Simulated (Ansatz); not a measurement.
# BH3S (SMILES BS) at 6 levels

We compute a comparison of 6 runs (UHF/STO-3G, CAM-B3LYP/STO-3G, UB3LYP/STO-3G, UPBE0/STO-3G, r2SCAN0/STO-3G, RPA@PBE/STO-3G) of BH3S. 

The results are computed with Ansatz 0.2.0.

54 further runs of the same task are left out: 2 that didn't finish, 52 set aside as unsound or not needed.

## (1) The system as given

BH3S has 5 atoms, charge 0, and is taken as a singlet. As SMILES, `BS`. The S2–B1 distance was set to 2.647 Å, away from the relaxed value. At this shape a bond of the SMILES string is far longer than usual.

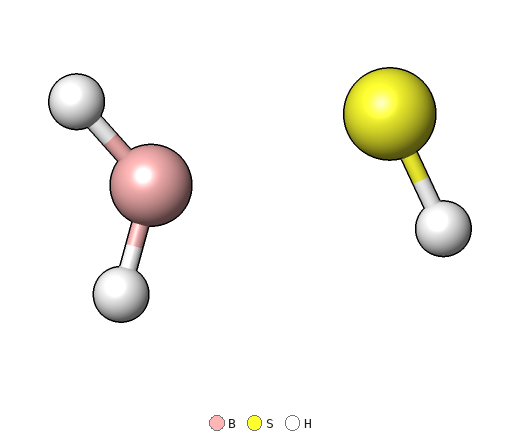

Viewed from a chosen angle; boron pink, sulfur yellow, hydrogen white.

## (2) The energy at UHF/STO-3G (run 1)

File input.yaml:

```yaml
crystal:
  periodic: [false, false, false]
  atoms:
    - {symbol: B, position_ang: [-0.668995, -1.249936, 0.209298]}
    - {symbol: S, position_ang: [0.161700, 1.236900, -0.154300]}
    - {symbol: H, position_ang: [-1.839795, -1.385336, 0.385398]}
    - {symbol: H, position_ang: [0.090205, -2.166536, 0.195398]}
    - {symbol: H, position_ang: [1.476100, 1.004400, -0.313600]}
basis:
  gaussian:
    orbitals: STO-3G
hamiltonian:
  xc: hf
magnetization:
  spin_polarized: true
  initial_magnetization: 0
accuracy: high
```

On the command line:

```
$ ansatz run input.yaml --threads 1 --pin off --max-ram 2610MiB --events-out events.jsonl --progress --plain --runs-dir runs
```

Standard output:

```text
Warning: RAYON_NUM_THREADS=1 ignored (pool sized by the plan → 1); use --threads N
Functional definition: HF
  name "HF"
  exchange = exact_x
  correlation = 0
275 factors; integrals over basis functions are off by at most 2.5e-8 eV
mean field evaluation 1: about -11400.9461 eV, gradient 1.6e1 eV
mean field evaluation 2: about -11400.9471 eV, gradient 1.6e1 eV
mean field evaluation 4: about -11404.5989 eV, gradient 1.7e0 eV
mean field evaluation 8: about -11404.6650 eV, gradient 3.3e-2 eV
mean field evaluation 16: about -11404.9671 eV, gradient 1.8e0 eV
mean field evaluation 32: about -11405.4514 eV, gradient 6.1e-1 eV
mean field evaluation 64: about -11405.0026 eV, gradient 1.4e0 eV
mean field evaluation 96: about -11404.3185 eV, gradient 2.1e-1 eV
mean field -11405.47813348 eV, -419.1435904945 hartree, gradient 2.9e-8 eV, S^2 0.673155; 4 other end points of the search recorded, 0 dependent functions left out
reference -11405.47813348 eV, -419.1435904945 hartree; 12, 12 occupied and 5, 5 virtual orbitals, 275 factors
Total energy: -11405.47813348 eV, -419.1435904945 hartree
```

Wall time 0.18 s (1 thread of Arm Neoverse V1, shared host).

## (3) The energy at CAM-B3LYP/STO-3G (run 2)

File molecule.yaml:

```yaml
crystal:
  periodic: [false, false, false]
  atoms:
    - symbol: B
      position_ang: [-0.668995, -1.249936, 0.209298]
    - symbol: S
      position_ang: [0.161700, 1.236900, -0.154300]
    - symbol: H
      position_ang: [-1.839795, -1.385336, 0.385398]
    - symbol: H
      position_ang: [0.090205, -2.166536, 0.195398]
    - symbol: H
      position_ang: [1.476100, 1.004400, -0.313600]
basis:
  gaussian:
    orbitals: STO-3G
hamiltonian:
  xc: {name: CAM-B3LYP}
accuracy: high
```

On the command line:

```
$ ansatz run molecule.yaml --threads 1 --pin off --max-ram 2610MiB --events-out events.jsonl --progress --plain --runs-dir runs
```

Standard output:

```text
Warning: RAYON_NUM_THREADS=1 ignored (pool sized by the plan → 1); use --threads N
Functional definition: CAM-B3LYP
  name "CAM-B3LYP"
  parameter alpha = 0.19
  parameter beta = 0.46
  parameter omega = 0.33/bohr
  parameter ac = 0.81
  exchange = (1 - alpha - beta)*b88_x + beta*b88_x_sr(omega) + alpha*exact_x + beta*exact_x_lr(omega)
  correlation = (1 - ac)*vwn5_c + ac*lyp_c
275 factors; integrals over basis functions are off by at most 2.5e-8 eV
146 factors; integrals over basis functions are off by at most 1.9e-9 eV
mean field evaluation 1: about -11424.0271 eV, gradient 2.0e1 eV
mean field evaluation 2: about -11387.7225 eV, gradient 9.3e1 eV
mean field evaluation 4: about -11426.5801 eV, gradient 7.9e-1 eV
mean field evaluation 8: about -11426.5295 eV, gradient 4.5e-2 eV
mean field evaluation 16: about -11426.5295 eV, gradient 1.8e-6 eV
mean field -11426.52954205 eV, -419.9172154906 hartree, gradient 9.4e-8 eV, S^2 0.000000; 0 other end points of the search recorded, 0 dependent functions left out
reference -11426.52955527 eV, -419.9172159761 hartree; 12, 12 occupied and 5, 5 virtual orbitals, 275 factors
Total energy: -11426.52955527 eV, -419.9172159761 hartree
```

It took 1.1 s on 1 thread of Arm Neoverse V1, shared host.

Runs 3 to 4 aren't shown in full; the table further down has their settings and results.

## (4) The energy at r2SCAN0/STO-3G (run 5)

File input.yaml:

```yaml
crystal:
  periodic: [false, false, false]
  atoms:
    - symbol: B
      position_ang: [-0.668995, -1.249936, 0.209298]
    - symbol: S
      position_ang: [0.161700, 1.236900, -0.154300]
    - symbol: H
      position_ang: [-1.839795, -1.385336, 0.385398]
    - symbol: H
      position_ang: [0.090205, -2.166536, 0.195398]
    - symbol: H
      position_ang: [1.476100, 1.004400, -0.313600]
basis:
  gaussian:
    orbitals: STO-3G
total_charge: 0
magnetization:
  spin_polarized: false
hamiltonian:
  xc: {name: r2SCAN0}
accuracy: high
```

On the command line:

```
$ ansatz run input.yaml --threads 1 --pin off --max-ram 2610MiB --events-out events.jsonl --progress --plain --runs-dir runs
```

Standard output:

```text
Warning: RAYON_NUM_THREADS=1 ignored (pool sized by the plan → 1); use --threads N
Functional definition: r2SCAN0
  name "r2SCAN0"
  parameter a = 0.25
  parameter k0 = 0.174
  parameter k1 = 0.065
  parameter a1 = 4.9479
  exchange = (1 - a)*r2scan_x(k0 = k0, k1 = k1, a1 = a1) + a*exact_x
  correlation = r2scan_c
275 factors; integrals over basis functions are off by at most 2.5e-8 eV
mean field evaluation 1: about -11425.1234 eV, gradient 1.7e1 eV
mean field evaluation 2: about -11372.9136 eV, gradient 9.3e1 eV
mean field evaluation 4: about -11426.8026 eV, gradient 1.8e0 eV
mean field evaluation 8: about -11426.7585 eV, gradient 6.5e-2 eV
mean field evaluation 16: about -11426.7586 eV, gradient 1.2e-7 eV
mean field -11426.75855026 eV, -419.9256313867 hartree, gradient 7.1e-9 eV, S^2 0.000000; 0 other end points of the search recorded, 0 dependent functions left out
reference -11426.75855056 eV, -419.9256313979 hartree; 12, 12 occupied and 5, 5 virtual orbitals, 275 factors
Total energy: -11426.75855056 eV, -419.9256313979 hartree
```

Run time: 2 s. Hardware: 1 thread of Arm Neoverse V1, shared host; peak memory 0.13 GiB.

## (5) The energy at RPA@PBE/STO-3G (run 6)

File in.yaml:

```yaml
crystal:
  periodic: [false, false, false]
  atoms:
    - {symbol: B, position_ang: [-0.668995, -1.249936, 0.209298]}
    - {symbol: S, position_ang: [0.161700, 1.236900, -0.154300]}
    - {symbol: H, position_ang: [-1.839795, -1.385336, 0.385398]}
    - {symbol: H, position_ang: [0.090205, -2.166536, 0.195398]}
    - {symbol: H, position_ang: [1.476100, 1.004400, -0.313600]}
basis:
  gaussian: {orbitals: STO-3G}
hamiltonian: {xc: pbe}
correlation: {method: rpa, frozen_orbitals: {B: 1, H: 0, S: 5}}
accuracy: high
```

On the command line:

```
$ ansatz run in.yaml --threads 1 --pin off --max-ram 2610MiB --events-out events.jsonl --progress --plain --runs-dir runs
```

Standard output:

```text
Warning: RAYON_NUM_THREADS=1 ignored (pool sized by the plan → 1); use --threads N
Functional definition: PBE
  name "PBE"
  parameter kappa = 0.804
  parameter beta = 0.06672455060314922
  exchange = pbe_x(kappa = kappa, mu = beta*pi^2/3)
  correlation = pbe_c(beta = beta)
275 factors; integrals over basis functions are off by at most 2.5e-8 eV
mean field evaluation 1: about -11420.9738 eV, gradient 1.2e1 eV
mean field evaluation 2: about -11420.8995 eV, gradient 1.2e1 eV
mean field evaluation 4: about -11420.6326 eV, gradient 1.2e1 eV
mean field evaluation 8: about -11421.4761 eV, gradient 4.6e0 eV
mean field evaluation 16: about -11421.5891 eV, gradient 7.5e-5 eV
mean field -11421.58911907 eV, -419.7356582946 hartree, gradient 6.6e-8 eV, S^2 0.000000; 1 other end points of the search recorded, 0 dependent functions left out
6 core orbitals not correlated: weight in the atoms' cores, before any rotation towards them, 1.000 or more for the frozen orbitals, at most 0.000 for the correlated occupied ones
reference -11403.91921846 eV, -419.0863014241 hartree; 6, 6 occupied and 5, 5 virtual orbitals, 275 factors
Total energy: -11409.54605807 eV, -419.2930839660 hartree
```

It took 1.4 s on 1 thread of Arm Neoverse V1, shared host.

## (6) All runs side by side

| run | level | frozen core orbitals | energy (Eh) | wall time |
| --- | --- | --- | --- | --- |
| 1 | UHF/STO-3G | – | -419.143590 | 0.18 s |
| 2 | CAM-B3LYP/STO-3G | – | -419.917216 | 1.1 s |
| 3 | UB3LYP/STO-3G | – | -419.975930 | 1.8 s |
| 4 | UPBE0/STO-3G | – | -419.789168 | 1.6 s |
| 5 | r2SCAN0/STO-3G | – | -419.925631 | 2 s |
| 6 | RPA@PBE/STO-3G | 6 | -419.293084 | 1.4 s |

## (7) Results

| quantity | value |
| --- | --- |
| run 6: total energy | -419.29308 Eh |
| run 6: RPA correlation energy (valence) | -206.8 mEh |

In words: Totals of different functionals can't be ranked against each other. In runs 1, 2, 3, 4, 5, 6 the basis is minimal, so the values are rough. Spin contamination of the reference: run 1 ⟨S²⟩ = 0.67. Where it is this large, the reference is a mixture of spin states, and values that rest on it are in doubt. All runs together took 8 s, the longest 2 s.
